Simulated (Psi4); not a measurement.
# Single-point calculation of SiH2O (charge +1)

SiH2O, charge +1, multiplicity 2, computed with wB97M-V/def2-TZVPP, UKS (Psi4 1.11).

The geometry is that of the parent species in another charge or spin state. The geometry comes from this level: PBE0-D4/def2-TZVP.

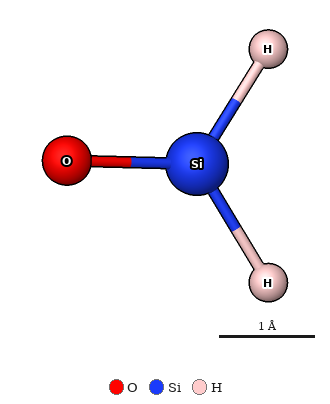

The input geometry (ball-and-stick view, seen at a tilt). Bond lengths as drawn: H–Si 1.49 Å and O–Si 1.52 Å.

Summary

```csv
quantity,value
outcome,converged
total energy,−365.505619 hartree
basis functions,101
⟨S²⟩,0.757
hardware,"1 thread of Intel Xeon (Granite Rapids), 64 GiB of memory available, shared host"
wall time,58 s
peak memory,1.2 GiB
```

Input (calc.dat)
```
memory 2.2 GB

molecule {
  1 2
  O
  Si 1 1.515752
  H 2 1.485479 1 124.04596
  H 2 1.485583 3 111.91136 1 -179.99635
  symmetry c1
  no_reorient
  no_com
}

set {
  basis def2-TZVPP
  reference uks
  puream true
  e_convergence 1e-09
  d_convergence 1e-08
  scf_type pk
  dft_radial_points 99
  dft_spherical_points 590
  maxiter 100
}

energy("wb97m-v")
```

Run as:
```bash
psi4 -i calc.dat -o calc.out -n 1
```

What the program printed
```
Psi4 1.11 release

   => Loading Basis Set <=

    Name: DEF2-TZVPP
    Role: ORBITAL
    Keyword: BASIS

         ---------------------------------------------------------
                                   SCF
                              UKS Reference
                        1 Threads,   2098 MiB Core
         ---------------------------------------------------------

  ==> Geometry <==

    Molecular point group: c1
    Full point group: C1

    Geometry (in Angstrom), charge = 1, multiplicity = 2:

       Center              X                  Y                   Z               Mass
    ------------   -----------------  -----------------  -----------------  -----------------
         O           -0.000001924196    -0.000002931874    -1.025009707785    15.994914619570
         SI          -0.000001924196    -0.000002931874     0.490742292215    27.976926534650
         H           -0.000001924196    -1.230854115825     1.322399206098     1.007825032230
         H            0.000085877694     1.230982034753     1.322386960399     1.007825032230

  Running in c1 symmetry.

  Rotational constants: A =      5.51980  B =      0.62280  C =      0.55966 [cm^-1]
  Rotational constants: A = 165479.33323  B =  18671.12049  C =  16778.04484 [MHz]
  Nuclear repulsion =   52.484779902490381

  Charge       = 1
  Multiplicity = 2
  Electrons    = 23
  Nalpha       = 12
  Nbeta        = 11

  ==> Algorithm <==

  SCF Algorithm Type is PK.
  DIIS enabled.
  MOM disabled.
  Fractional occupation disabled.
  Guess Type is SAD.
  Energy threshold   = 1.00e-09
  Density threshold  = 1.00e-08
  Integral threshold = 1.00e-12

  ==> Primary Basis <==

  Basis Set: DEF2-TZVPP
    Blend: DEF2-TZVPP
    Number of shells: 37
    Number of basis functions: 101
    Number of Cartesian functions: 114
    Spherical Harmonics?: true
    Max angular momentum: 3

  ==> DFT Potential <==

   => LibXC <=

    Version 7.1.2

   => Composite Functional: WB97M-V <=

    wB97M-V Hyb-GGA Exchange-Correlation Functional

    Deriv               =              1
    GGA                 =           TRUE
    Meta                =           TRUE

    Exchange Hybrid     =           TRUE
    MP2 Hybrid          =          FALSE

   => Exchange-Correlation Functionals <=

    1.0000   wB97M-V exchange-correlation functional

   => Exact (HF) Exchange <=

    0.8500            HF,LR [omega = 0.3000]
    0.1500               HF

   => LibXC Density Thresholds  <==

    XC_HYB_MGGA_XC_WB97M_V:  1.00E-13

   => VV10 Non-Local Parameters <=

    VV10 B              =     6.0000E+00
    VV10 C              =     1.0000E-02

   => Molecular Quadrature <=

    Radial Scheme          =       TREUTLER
    Pruning Scheme         =           NONE
    Nuclear Scheme         =       TREUTLER

    Blocking Scheme        =         OCTREE
    BS radius alpha        =              1
    Pruning alpha          =              1
    Radial Points          =             99
    Spherical Points       =            590
    Total Points           =         224638
    Total Blocks           =           1684
    Max Points             =            256
    Max Functions          =            101
    Weights Tolerance      =       1.00E-15

  ==> Integral Setup <==

  Using in-core PK algorithm.
   Calculation information:
      Number of atoms:                   4
      Number of AO shells:              37
      Number of primitives:             63
      Number of atomic orbitals:       114
      Number of basis functions:       101

      Integral cutoff                 1.00e-12
      Number of threads:                 1

  Performing in-core PK
  Using 39806928 doubles for integral storage.
  We computed 238704 shell quartets total.
  Whereas there are 247456 unique shell quartets.

  Computing range-separated integrals for PK
  We computed 238704 wK shell quartets total.
  Whereas there are 247456 wK unique shell quartets.

  ==> DiskJK: Disk-Based J/K Matrices <==

    J tasked:                  Yes
    K tasked:                  Yes
    wK tasked:                 Yes
    Omega:               3.000E-01
    Memory [MiB]:              793
    Schwarz Cutoff:          1E-12

  Cached 50.0% of DFT collocation blocks in 0.676 [GiB].

  Minimum eigenvalue in the overlap matrix is 2.9131515385E-03.
  Reciprocal condition number of the overlap matrix is 6.2364704477E-04.
    Using symmetric orthogonalization.

  ==> Pre-Iterations <==

  SCF Guess: Superposition of Atomic Densities via on-the-fly atomic UHF (no occupation information).

   -------------------------
    Irrep   Nso     Nmo
   -------------------------
     A        101     101
   -------------------------
    Total     101     101
   -------------------------

  ==> Iterations <==

                        Total Energy        Delta E     RMS |[F,P]|

   @UKS iter SAD:  -365.18882240145859   -3.65189e+02   0.00000e+00
   @UKS iter   1:  -365.25772571876837   -6.89033e-02   6.81103e-03 ADIIS/DIIS
   @UKS iter   2:  -364.63451389314912    6.23212e-01   1.37382e-02 ADIIS/DIIS
   @UKS iter   3:  -365.48504227321069   -8.50528e-01   1.02562e-03 ADIIS/DIIS
   @UKS iter   4:  -365.49494232375395   -9.90005e-03   6.95373e-04 ADIIS/DIIS
   @UKS iter   5:  -365.50048221097450   -5.53989e-03   4.03091e-04 ADIIS/DIIS
   @UKS iter   6:  -365.50507461555799   -4.59240e-03   1.00683e-04 ADIIS/DIIS
   @UKS iter   7:  -365.50551334365014   -4.38728e-04   5.50508e-05 DIIS
   @UKS iter   8:  -365.50561497187340   -1.01628e-04   1.26895e-05 DIIS
   @UKS iter   9:  -365.50561840607617   -3.43420e-06   3.58588e-06 DIIS
   @UKS iter  10:  -365.50561861385080   -2.07775e-07   2.49494e-06 DIIS
   @UKS iter  11:  -365.50561866006819   -4.62174e-08   1.68239e-06 DIIS
   @UKS iter  12:  -365.50561868339884   -2.33306e-08   1.79304e-07 DIIS
   @UKS iter  13:  -365.50561868432999   -9.31152e-10   3.40030e-08 DIIS
   @UKS iter  14:  -365.50561868435187   -2.18847e-11   1.21728e-08 DIIS
   @UKS iter  15:  -365.50561868435301   -1.13687e-12   2.20850e-09 DIIS
  Energy and wave function converged.

  ==> Post-Iterations <==

   Electrons on quadrature grid:
      Nalpha   =   11.9999999961 ; deviation = -3.940e-09
      Nbeta    =   10.9999999934 ; deviation = -6.575e-09
      Ntotal   =   22.9999999895 ; deviation = -1.051e-08

   @Spin Contamination Metric:   6.758436363E-03
   @S^2 Expected:                7.500000000E-01
   @S^2 Observed:                7.567584364E-01
   @S   Expected:                5.000000000E-01
   @S   Observed:                5.000000000E-01

    Orbital Energies [Eh]
    ---------------------

    Alpha Occupied:

       1A    -66.751066     2A    -19.700299     3A     -5.786864
       4A     -4.105100     5A     -4.098409     6A     -4.096686
       7A     -1.451086     8A     -0.922601     9A     -0.845995
      10A     -0.808471    11A     -0.790205    12A     -0.729061

    Alpha Virtual:

      13A     -0.266354    14A     -0.190178    15A     -0.130188
      16A     -0.067823    17A     -0.022705    18A      0.000037
      19A      0.004408    20A      0.020692    21A      0.045216
      22A      0.109538    23A      0.130424    24A      0.164086
      25A      0.202953    26A      0.276219    27A      0.360780
      28A      0.384568    29A      0.389471    30A      0.404723
      31A      0.551349    32A      0.580861    33A      0.586112
      34A      0.599896    35A      0.672985    36A      0.693224
      37A      0.699192    38A      0.715837    39A      0.799799
      40A      0.850639    41A      0.890694    42A      0.928893
      43A      0.947191    44A      0.991961    45A      1.031557
      46A      1.090892    47A      1.111419    48A      1.171543
      49A      1.183520    50A      1.232839    51A      1.292012
      52A      1.359567    53A      1.475834    54A      1.532375
      55A      1.856859    56A      1.870299    57A      1.916545
      58A      2.346648    59A      2.442050    60A      2.491128
      61A      2.606413    62A      2.689752    63A      2.933212
      64A      3.032392    65A      3.034301    66A      3.079568
      67A      3.152751    68A      3.179674    69A      3.179927
      70A      3.358533    71A      3.417104    72A      3.467795
      73A      3.471638    74A      3.643584    75A      3.645755
      76A      3.781902    77A      3.967787    78A      4.146251
      79A      4.219329    80A      4.231393    81A      4.283258
      82A      4.310042    83A      4.640359    84A      4.763917
      85A      4.880786    86A      4.890573    87A      4.963666
      88A      4.973761    89A      5.052378    90A      5.207871
      91A      5.355526    92A      5.886677    93A      6.025756
      94A      6.040167    95A      6.419979    96A      6.456084
      97A      6.505379    98A      6.577189    99A      6.750065
     100A     12.002789   101A     43.528205

    Beta Occupied:

       1A    -66.751712     2A    -19.678068     3A     -5.787385
       4A     -4.105931     5A     -4.098923     6A     -4.097511
       7A     -1.388494     8A     -0.907607     9A     -0.783202
      10A     -0.760746    11A     -0.744387

    Beta Virtual:

      12A     -0.400460    13A     -0.262900    14A     -0.182211
      15A     -0.126672    16A     -0.040339    17A     -0.021163
      18A      0.002006    19A      0.005275    20A      0.020507
      21A      0.047726    22A      0.114090    23A      0.135800
      24A      0.164331    25A      0.211113    26A      0.283125
      27A      0.366716    28A      0.395249    29A      0.409491
      30A      0.410062    31A      0.559289    32A      0.586615
      33A      0.589768    34A      0.610272    35A      0.676191
      36A      0.694924    37A      0.698104    38A      0.718369
      39A      0.804833    40A      0.858305    41A      0.889634
      42A      0.930402    43A      0.951766    44A      0.991434
      45A      1.042883    46A      1.089076    47A      1.107710
      48A      1.177115    49A      1.189546    50A      1.249646
      51A      1.311685    52A      1.367684    53A      1.511213
      54A      1.559365    55A      1.866742    56A      1.911581
      57A      1.939176    58A      2.379033    59A      2.492569
      60A      2.518208    61A      2.683421    62A      2.731673
      63A      2.953983    64A      3.053529    65A      3.055234
      66A      3.106945    67A      3.180710    68A      3.201297
      69A      3.206513    70A      3.391260    71A      3.449063
      72A      3.497143    73A      3.504501    74A      3.668136
      75A      3.671320    76A      3.807327    77A      3.997175
      78A      4.166698    79A      4.234200    80A      4.247415
      81A      4.286111    82A      4.320321    83A      4.668536
      84A      4.768418    85A      4.956396    86A      4.964146
      87A      5.017720    88A      5.022255    89A      5.070967
      90A      5.258101    91A      5.412229    92A      5.886710
      93A      6.125266    94A      6.149094    95A      6.448739
      96A      6.464689    97A      6.597042    98A      6.618775
      99A      6.761764   100A     12.003247   101A     43.546913

    Final Occupation by Irrep:
              A
    DOCC [    11 ]
    SOCC [     1 ]
    NA   [    12 ]
    NB   [    11 ]

  @UKS Final Energy:  -365.50561868435301

   => Energetics <=

    Nuclear Repulsion Energy =             52.4847799024903807
    One-Electron Energy =                -602.6959702019623819
    Two-Electron Energy =                 207.1284051565181699
    DFT Exchange-Correlation Energy =     -22.5205198001116429
    Empirical Dispersion Energy =           0.0000000000000000
    VV10 Nonlocal Energy =                  0.0976862587124883
    Total Energy =                       -365.5056186843530099

  UHF NO Occupations:
  HONO-2 :   10  A 1.9989142
  HONO-1 :   11  A 1.9984301
  HONO-0 :   12  A 1.0000000
  LUNO+0 :   13  A 0.0015699
  LUNO+1 :   14  A 0.0010858
  LUNO+2 :   15  A 0.0003667
  LUNO+3 :   16  A 0.0002278

Computation Completed

Properties will be evaluated at   0.000000,   0.000000,   0.000000 [a0]

Properties computed using the SCF density matrix

 Multipole Moments:

 ------------------------------------------------------------------------------------
     Multipole            Electronic (a.u.)      Nuclear  (a.u.)        Total (a.u.)
 ------------------------------------------------------------------------------------

 L = 1.  Multiply by 2.5417464519 to convert [e a0] to [Debye]
 Dipole X            :         -0.0000947            0.0000787           -0.0000160
 Dipole Y            :         -0.0001200            0.0001198           -0.0000002
 Dipole Z            :         -1.1003653            2.4851800            1.3848147
 Magnitude           :                                                    1.3848147

 ------------------------------------------------------------------------------------

	total time  =         57 seconds =       0.95 minutes

    Psi4 run time: 0:00:56.22
```
